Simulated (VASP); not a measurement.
Band structure of KMgH3 (space group Pm-3m). Calculation: LDA (Ceperley-Alder, Perdew-Zunger), VASP's LDA PAW potentials (set 64) (plane waves; VASP).

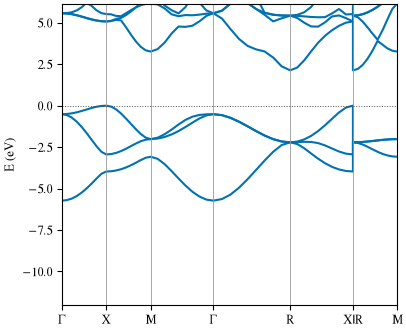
Fig. 1. Bands along high-symmetry lines, zero at the valence-band maximum or, without a gap, the Fermi level

Q: Read the plot: is there a gap, and where are the band edges?

A: The gap is indirect, 2.13 eV, from the valence maximum at X to the conduction minimum at R.

The structure comes from a computed database's KMgH3 entry (Pm-3m); how it stands against other phases isn't given here. The cell was not relaxed at this level.
